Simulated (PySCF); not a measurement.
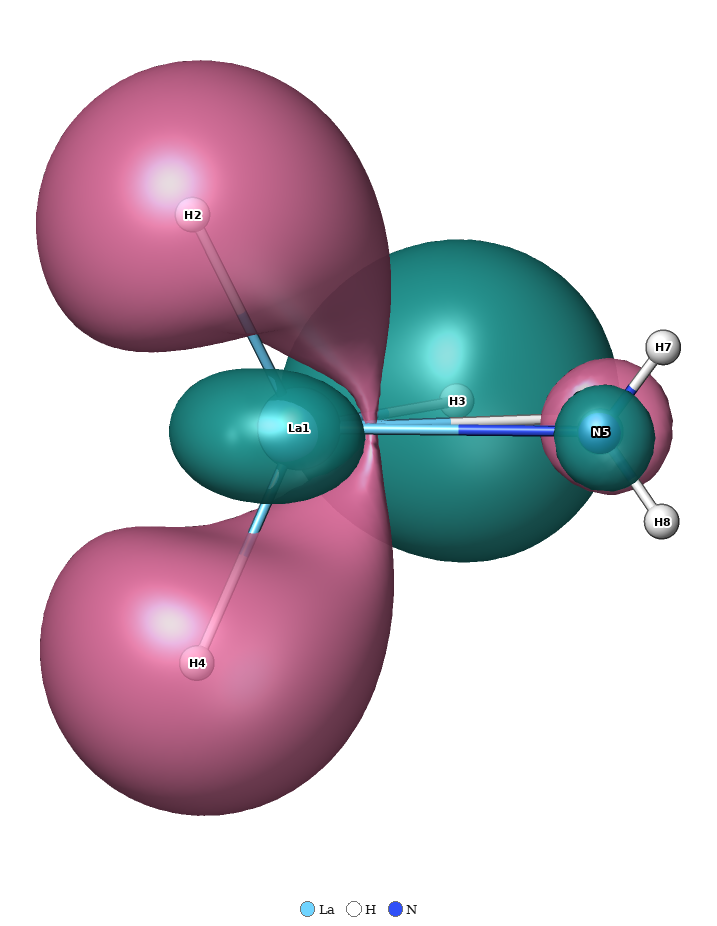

The picture shows: H6LaN (charge −1). The HOMO−1 at ±0.06 Å⁻³ᐟ² (teal and pink are the two phases), seen across its widest extent.

Core potentials replace the inner electrons of La.

Level of theory: RKS PBE0, La lcecp-0-SVP with ECP47, H def2-SVP, N def2-SVP; non-relativistic Hamiltonian with scalar-relativistic core potentials where named; density fitting (PySCF).

The calculation's input:

```
mol = gto.M(atom='''
La     0.34175     0.06400     0.03151
H      1.70804     1.58792     1.35957
H     -2.13189    -0.10358     0.53394
H      1.40951    -1.74403    -1.21185
N     -1.52587     1.44614    -1.58288
H     -2.07021     0.93109    -0.84156
H     -1.78024     2.43052    -1.50274
H     -1.87687     1.12116    -2.48384''',
    basis={'La': 'lcecp-0-SVP', 'H': 'def2-SVP', 'N': 'def2-SVP'},
    ecp={'La': 'lcecp-0-SVP'},
    charge=-1, spin=0)
mf = dft.RKS(mol, xc='PBE0')
mf.grids.atom_grid = (75, 302)  # f atoms: at least (60, 302), unpruned
mf = mf.density_fit()  # La AutoAux, H def2-universal-JKFIT, N def2-universal-JKFIT
mf.conv_tol = 1e-09; mf.max_cycle = 55
mf.kernel(dm0)
```

Command:

```sh
OMP_NUM_THREADS=2 python run.py
```

### What is the character of this orbital?

By Hirshfeld shares it lies mainly on La1 (about 30 %), H3 (about 25 %), H4 (about 20 %) and H2 (about 20 %). Its energy is −1.21 eV.
